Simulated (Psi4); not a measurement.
# GaH2O2 (SMILES [OH][Ga][OH]) at UM06-2X/def2-SVPD

Aim: the vertical ionisation energy of GaH2O2 at UM06-2X/def2-SVPD, from 2 runs. 

The results are computed with Psi4 1.11.

2 further runs of the same task are left out: 2 set aside as unsound or not needed.

### 1 The molecule

GaH2O2 has 5 atoms, charge 0, and is taken as a doublet. As SMILES, `[OH][Ga][OH]`. The coordinates come from a PBE0-D4/def2-TZVP relaxation. This is one conformer, not always the lowest.

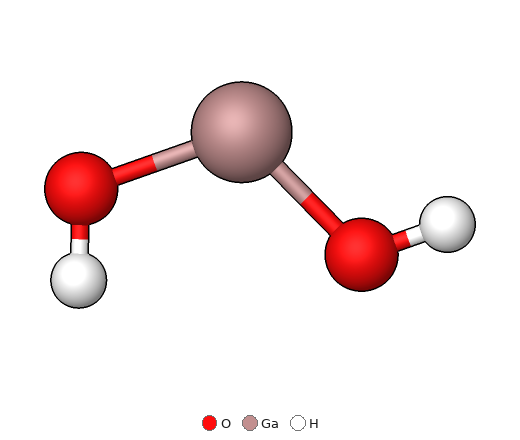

The structure, seen from a chosen angle (oxygen red, gallium pink, hydrogen white).

### 2 The energy at UM06-2X/def2-SVPD

File gah2o2.xyz:

```xyz
5
GaH2O2
O     -0.370600     0.021600    -1.274400
Ga    -0.311700    -0.753800     0.353600
O      0.618200     0.154900     1.591100
H     -0.867400    -0.464600    -1.936500
H      0.981500     0.968200     1.224700
```

File calc.py:

```python
import psi4

psi4.set_memory('2200 MB')
psi4.set_num_threads(1)
psi4.set_output_file('output.dat', False)

with open('gah2o2.xyz') as f:
    atoms = ''.join(f.readlines()[2:])
geom = psi4.geometry('0 2\n' + atoms + 'symmetry c1\nno_reorient\nno_com')

psi4.set_options({
    'basis': 'def2-SVPD',
    'reference': 'uks',
    'puream': True,
    'e_convergence': 1e-09,
    'd_convergence': 1e-08,
    'scf_type': 'pk',
    'dft_radial_points': 99,
    'dft_spherical_points': 590,
    'maxiter': 100,
})

E, wfn = psi4.energy("m06-2x", molecule=geom, return_wfn=True)
psi4.oeprop(wfn, "DIPOLE", "MULLIKEN_CHARGES", "WIBERG_LOWDIN_INDICES")
print(f'total energy {E:.8f} hartree = {E * 27.211386:.5f} eV')
```

Started as:

```bash
$ python calc.py
```

output.dat:

```text
[...]
  Running in c1 symmetry.
[...]
  Nuclear repulsion =  182.431292115847441
[...]
  Multiplicity = 2
[...]
  Nalpha       = 25
  Nbeta        = 24
[...]
    Number of basis functions: 100
[...]
   @UKS iter   1: -2074.60787322718033   -2.69056e+00   2.44720e-02 ADIIS/DIIS
[...]
   @UKS iter  15: -2076.12178378981162    4.54747e-13   3.01674e-09 DIIS
[...]
   @S^2 Observed:                7.532313181E-01
[...]
    Orbital Energies [Eh]
    ---------------------
    Alpha Occupied:
       1A   -374.716265     2A    -46.621839     3A    -41.392876
       4A    -41.391380     5A    -41.389574     6A    -19.640167
       7A    -19.630351     8A     -5.778183     9A     -4.055012
      10A     -4.050722    11A     -4.046645    12A     -1.101022
      13A     -1.093989    14A     -1.016816    15A     -1.015344
      16A     -1.015061    17A     -1.003434    18A     -0.992840
      19A     -0.582724    20A     -0.552545    21A     -0.459658
      22A     -0.422132    23A     -0.412265    24A     -0.388413
      25A     -0.283756
    Alpha Virtual:
[...]
  @UKS Final Energy: -2076.12178378981162
   => Energetics <=
    Nuclear Repulsion Energy =            182.4312921158474410
    One-Electron Energy =               -3256.3704242907956541
    Two-Electron Energy =                1041.8544858594120797
    DFT Exchange-Correlation Energy =     -44.0371374742753972
    Empirical Dispersion Energy =           0.0000000000000000
    VV10 Nonlocal Energy =                  0.0000000000000000
    Total Energy =                      -2076.1217837898116159
[...]
 Multipole Moments:
 ------------------------------------------------------------------------------------
     Multipole            Electronic (a.u.)      Nuclear  (a.u.)        Total (a.u.)
 ------------------------------------------------------------------------------------
 L = 1.  Multiply by 2.5417464519 to convert [e a0] to [Debye]
 Dipole X            :         13.8876254          -14.3010694           -0.4134440
 Dipole Y            :         40.0917496          -40.5387828           -0.4470332
 Dipole Z            :        -24.6269588           24.1571250           -0.4698339
 Magnitude           :                                                    0.7691024
[...]
  Mulliken Charges: (a.u.)
   Center  Symbol    Alpha    Beta     Spin     Total
       1     O     4.41668  4.29851  0.11818 -0.71519
       2    GA    15.30763 14.52653  0.78110  1.16584
       3     O     4.48345  4.37295  0.11050 -0.85641
       4     H     0.40490  0.41243 -0.00753  0.18267
       5     H     0.38733  0.38958 -0.00225  0.22309
   Total alpha = 25.00000, Total beta = 24.00000, Total charge = -0.00000
  Wiberg Bond Indices using Orthogonal Lowdin Orbitals:
  Total Bond Index:
[...]
```

On the terminal:

```text
total energy -2076.12178379 hartree = -56494.15124 eV
```

Run time: 68 s. Hardware: 1 thread of Intel Xeon Platinum 8259CL at 2.50GHz (Skylake/Cascade Lake), shared host; peak memory 1 GiB.

### 3 The singlet cation

File gah2o2.py:

```python
import psi4

psi4.set_memory('2200 MB')
psi4.set_num_threads(1)
psi4.set_output_file('psi4.out', False)

mol = psi4.geometry("""
1 1
O
Ga 1 1.804189
O 2 1.794953 1 114.92572
H 1 0.959988 2 114.93381 3 179.95981
H 3 0.963168 2 111.13841 1 0.04549
units angstrom
symmetry c1
no_reorient
no_com
""")

options = {'basis': 'def2-SVPD', 'puream': True, 'e_convergence': 1e-09, 'd_convergence': 1e-08, 'scf_type': 'pk', 'dft_radial_points': 99, 'dft_spherical_points': 590}
psi4.set_options(options)

e = psi4.energy("m06-2x")
print(f'm06-2x energy: {e:.10f} Eh')
for k, v in sorted(psi4.core.scalar_variables().items()):
    print(f'{k:45s} {v:18.10f}')
```

Started as:

```bash
$ python gah2o2.py
```

psi4.out:

```text
[...]
  Running in c1 symmetry.
[...]
  Nuclear repulsion =  182.431293600732971
[...]
  Multiplicity = 1
[...]
  Nalpha       = 24
  Nbeta        = 24
[...]
    Number of basis functions: 100
[...]
   @RKS iter   1: -2074.44489721947275   -2.52759e+00   2.39100e-02 DIIS/ADIIS
[...]
   @RKS iter  13: -2075.78420036764555   -4.09273e-12   4.16775e-09 DIIS
[...]
    Orbital Energies [Eh]
    ---------------------
    Doubly Occupied:
       1A   -375.037329     2A    -46.940058     3A    -41.711763
       4A    -41.711163     5A    -41.707833     6A    -19.909653
       7A    -19.876679     8A     -6.093538     9A     -4.369915
      10A     -4.369246    11A     -4.360983    12A     -1.369447
      13A     -1.357649    14A     -1.334677    15A     -1.333257
      16A     -1.327442    17A     -1.295992    18A     -1.276246
      19A     -0.827444    20A     -0.788498    21A     -0.692951
      22A     -0.658596    23A     -0.647436    24A     -0.623874
[...]
  @RKS Final Energy: -2075.78420036764555
   => Energetics <=
    Nuclear Repulsion Energy =            182.4312936007329711
    One-Electron Energy =               -3242.2793059484201876
    Two-Electron Energy =                1027.9482042680801896
    DFT Exchange-Correlation Energy =     -43.8843922880388888
    Empirical Dispersion Energy =           0.0000000000000000
    VV10 Nonlocal Energy =                  0.0000000000000000
    Total Energy =                      -2075.7842003676455533
[...]
 Multipole Moments:
 ------------------------------------------------------------------------------------
     Multipole            Electronic (a.u.)      Nuclear  (a.u.)        Total (a.u.)
 ------------------------------------------------------------------------------------
 L = 1.  Multiply by 2.5417464519 to convert [e a0] to [Debye]
 Dipole X            :         -0.0001621            0.0001009           -0.0000612
 Dipole Y            :          4.0782489           -2.6126430            1.4656059
 Dipole Z            :          2.8618895           -2.8484463            0.0134432
 Magnitude           :                                                    1.4656675
[...]
```

On the terminal:

```text
m06-2x energy: -2075.7842003676 Eh
CURRENT ENERGY                                  -2075.7842003676
CURRENT REFERENCE ENERGY                        -2075.7842003676
DD SOLVATION ENERGY                                 0.0000000000
DFT FUNCTIONAL TOTAL ENERGY                     -2075.7842003676
DFT TOTAL ENERGY                                -2075.7842003676
DFT VV10 ENERGY                                     0.0000000000
DFT XC ENERGY                                     -43.8843922880
GRID ELECTRONS ALPHA                               23.9999997283
GRID ELECTRONS BETA                                23.9999997283
GRID ELECTRONS TOTAL                               47.9999994565
NUCLEAR REPULSION ENERGY                          182.4312936007
ONE-ELECTRON ENERGY                             -3242.2793059484
PCM POLARIZATION ENERGY                             0.0000000000
PE ENERGY                                           0.0000000000
SCF ITERATION ENERGY                            -2075.7842003676
SCF ITERATIONS                                     13.0000000000
SCF TOTAL ENERGY                                -2075.7842003676
TWO-ELECTRON ENERGY                              1027.9482042681
XC GRID RADIAL POINTS                              99.0000000000
XC GRID SPHERICAL POINTS                          590.0000000000
XC GRID TOTAL POINTS                           282389.0000000000
```

Wall time 40 s (1 thread of Intel Xeon Platinum 8259CL at 2.50GHz (Skylake/Cascade Lake), shared host); peak memory 1 GiB.

### 4 Summary of results

At UM06-2X/def2-SVPD:

| quantity | value |
| --- | --- |
| doublet GaH2O2: total energy | -2076.12178 Eh |
| doublet GaH2O2: dipole moment | 1.95 D |
| doublet GaH2O2: HOMO energy (highest over α and β) | -7.72 eV |
| doublet GaH2O2: LUMO energy (lowest over α and β) | -3.81 eV |
| doublet GaH2O2: ⟨S²⟩ | 0.753 |
| singlet cation: total energy | -2075.78420 Eh |
| singlet cation: HOMO energy | -16.98 eV |
| singlet cation: LUMO energy | -10.83 eV |
| singlet cation: HOMO–LUMO gap | 6.15 eV |
| vertical ionisation energy (to the singlet cation) | 9.186 eV |

What this shows: Removing an electron at fixed nuclei costs 9.19 eV (212 kcal/mol). Only the singlet of the ionised species was computed; a triplet could lie lower. Mulliken charges (doublet GaH2O2) run from -0.86 on O3 to +1.17 on Ga2; in a basis this large or diffuse they mean little.
